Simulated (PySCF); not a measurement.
**What a change does: NMR shielding calculation on CH$_{7}$ClSi$_{2}$**

System: CH$_{7}$ClSi$_{2}$.
Method of run A: GIAO HF/pcSseg-2 NMR shielding, non-relativistic, gas phase (PySCF 2.14.0).

The geometry comes from this level: PBE0-D3(BJ)/def2-SVP. Text and figures count atoms from 1; the logs count them from 0 in places.

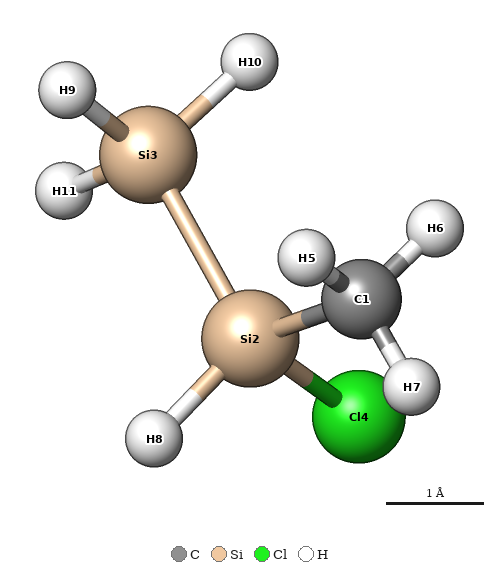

The structure (ball-and-stick view, seen at a tilt; atoms are numbered from 1 in the order of the input). Bond lengths as drawn: Cl–Si 2.09 Å, C–H 1.10 Å, C–Si 1.87 Å, H–Si 1.49 to 1.50 Å and Si–Si 2.34 Å.

Input, run A:
```
{"job": {"kind": "nmr", "xc": "HF", "basis": "pcSseg-2", "pop": false}, "charge": 0, "multiplicity": 1}
C     -3.004426    -0.388311    -0.295668
Si    -1.836732     1.073714    -0.294919
Si     0.389806     0.447080     0.076984
Cl    -1.875920     1.967268    -2.181950
H     -3.002420    -0.877135     0.691670
H     -2.698812    -1.126999    -1.051660
H     -4.031519    -0.063588    -0.521771
H     -2.285149     2.100360     0.693425
H      0.536720    -0.214817     1.411969
H      0.799810    -0.521995    -0.985792
H      1.286139     1.640988     0.023786
```

The first line tells a small driver script what to run in PySCF; the rest is the geometry in Å.

Launched with:
```bash
OMP_NUM_THREADS=1 python <driver script> task.json out
```

Hardware: 1 CPU thread, shared host.

Output (run A):
```
final grid: 84416 points
cycle   1  E = -1079.3667052799  dE = -4.264e-02  |g| = 3.718e-01  |ddm| = 2.230e+00
cycle   2  E = -1079.4189282592  dE = -5.222e-02  |g| = 1.513e-01  |ddm| = 4.855e-01
cycle   3  E = -1079.4256113235  dE = -6.683e-03  |g| = 4.674e-02  |ddm| = 1.740e-01
cycle   4  E = -1079.4266054747  dE = -9.942e-04  |g| = 7.896e-03  |ddm| = 6.825e-02
cycle   5  E = -1079.4266431912  dE = -3.772e-05  |g| = 2.027e-03  |ddm| = 1.420e-02
cycle   6  E = -1079.4266459646  dE = -2.773e-06  |g| = 6.647e-04  |ddm| = 4.280e-03
cycle   7  E = -1079.4266462184  dE = -2.539e-07  |g| = 1.718e-04  |ddm| = 1.308e-03
cycle   8  E = -1079.4266462390  dE = -2.059e-08  |g| = 4.775e-05  |ddm| = 4.180e-04
cycle   9  E = -1079.4266462404  dE = -1.350e-09  |g| = 1.386e-05  |ddm| = 9.235e-05
cycle  10  E = -1079.4266462405  dE = -1.430e-10  |g| = 3.394e-06  |ddm| = 3.528e-05
converged SCF energy = -1079.4266462405

GIAO shielding tensors (ppm)
atom      isotropic    diamagn.    paramagn.     s11        s22        s33       span
  0 C      190.554     243.576     -53.022    180.143    190.996    200.522     20.379
  1 Si     385.052     874.389    -489.337    340.253    393.882    421.021     80.768
  2 Si     473.683     877.489    -403.805    467.339    472.311    481.400     14.061
  3 Cl    1020.153    1148.032    -127.879    963.757   1032.381   1064.322    100.566
  4 H       31.464      30.464       1.001     26.993     28.317     39.084     12.091
  5 H       31.086      30.890       0.196     27.240     28.992     37.027      9.788
  6 H       30.806      26.871       3.935     26.308     28.396     37.714     11.406
  7 H       26.830      28.669      -1.839     23.681     24.962     31.847      8.166
  8 H       28.364      30.476      -2.111     25.197     26.240     33.656      8.458
  9 H       28.301      30.703      -2.402     25.410     26.758     32.734      7.324
 10 H       28.223      29.738      -1.515     25.000     26.441     33.228      8.227
```

Run B used a changed input.

The two runs side by side:

| quantity | run A | run B |
| --- | --- | --- |
| outcome | converged | converged |
| total energy (hartree) | −1079.426646 | −1081.589147 |
| HOMO (eV) | −10.76 | −6.72 |
| LUMO (eV) | 2.43 | −0.99 |
| dipole moment (D) | 2.15 | 1.89 |
| shielding of C1 (ppm) | 190.6 | 172.0 |
| shielding of Si2 (ppm) | 385.1 | 303.7 |
| shielding of Si3 (ppm) | 473.7 | 419.1 |
| shielding of Cl4 (ppm) | 1020.2 | 934.1 |
| shielding of H8 (ppm) | 26.8 | 25.8 |
| shielding of H9 (ppm) | 28.4 | 27.8 |
| shielding of H11 (ppm) | 28.2 | 27.8 |
| SCF iterations | 10 | 13 |
| basis functions | 263 | 263 |
| wall time (shared host) | 18 s | 36 s |

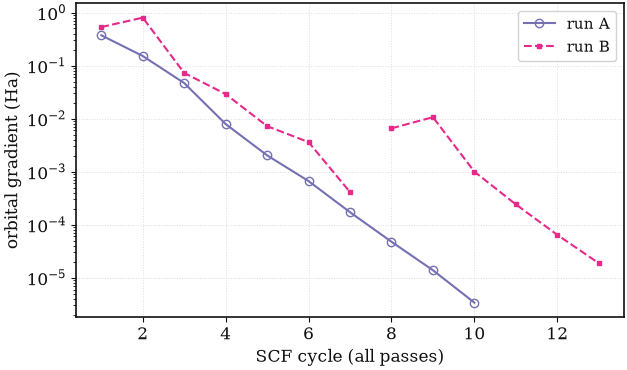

Convergence of the two runs: orbital gradient against the SCF cycle. A break in a curve parts two SCF passes (coarse and final grid). Run A takes 10 cycles in all, and run B takes 13.

What was changed in the input?

The change (lines with − go, lines with + come):
```diff
-"xc": "HF"
+"xc": "BLYP"
```

The total energies belong to different methods, so their difference says nothing on which is more stable or more accurate. The HOMO goes from −10.76 to −6.72 eV. The LUMO goes from 2.43 to −0.99 eV. The dipole moment goes from 2.15 to 1.89 D. Of all shieldings, the largest change is that of Cl4, by −86.1 ppm. The method changes from HF to BLYP. Exact exchange removes part of the self-interaction error of semilocal functionals, which pushes filled and empty levels apart. The SCF takes 13 iterations against 10.

Output (run B):
```
coarse grid: 10304 points
cycle   1  E = -1081.5060251736  dE = -7.223e-02  |g| = 5.322e-01  |ddm| = 2.347e+00
cycle   2  E = -1081.4027890343  dE =  1.032e-01  |g| = 8.000e-01  |ddm| = 1.007e+00
cycle   3  E = -1081.5744719403  dE = -1.717e-01  |g| = 7.247e-02  |ddm| = 6.821e-01
cycle   4  E = -1081.5759362597  dE = -1.464e-03  |g| = 2.899e-02  |ddm| = 1.093e-01
cycle   5  E = -1081.5761442712  dE = -2.080e-04  |g| = 7.202e-03  |ddm| = 3.524e-02
cycle   6  E = -1081.5761535826  dE = -9.311e-06  |g| = 3.607e-03  |ddm| = 1.060e-02
cycle   7  E = -1081.5761573792  dE = -3.797e-06  |g| = 4.118e-04  |ddm| = 3.992e-03
final grid: 84416 points
cycle   8  E = -1081.5891373344  dE = -4.642e-05  |g| = 6.553e-03  |ddm| = 2.400e-02
cycle   9  E = -1081.5891175458  dE =  1.979e-05  |g| = 1.064e-02  |ddm| = 1.173e-02
cycle  10  E = -1081.5891471456  dE = -2.960e-05  |g| = 1.001e-03  |ddm| = 8.234e-03
cycle  11  E = -1081.5891473698  dE = -2.242e-07  |g| = 2.418e-04  |ddm| = 1.251e-03
cycle  12  E = -1081.5891473855  dE = -1.575e-08  |g| = 6.440e-05  |ddm| = 3.323e-04
cycle  13  E = -1081.5891473864  dE = -8.274e-10  |g| = 1.882e-05  |ddm| = 6.803e-05
converged SCF energy = -1081.5891473864

GIAO shielding tensors (ppm)
atom      isotropic    diamagn.    paramagn.     s11        s22        s33       span
  0 C      172.012     243.901     -71.890    158.000    174.474    183.561     25.561
  1 Si     303.656     877.559    -573.903    243.985    309.234    357.750    113.764
  2 Si     419.120     880.999    -461.879    409.409    414.119    433.832     24.423
  3 Cl     934.052    1148.371    -214.319    857.588    951.212    993.356    135.769
  4 H       31.064      30.202       0.862     27.056     28.399     37.737     10.681
  5 H       30.750      30.491       0.259     27.575     29.142     35.535      7.960
  6 H       30.450      27.533       2.918     26.584     28.404     36.363      9.779
  7 H       25.793      28.372      -2.579     22.823     24.189     30.368      7.546
  8 H       27.842      30.124      -2.282     24.855     25.826     32.845      7.990
  9 H       27.899      30.346      -2.447     25.328     26.461     31.908      6.580
 10 H       27.776      29.503      -1.727     24.822     26.087     32.419      7.597
```
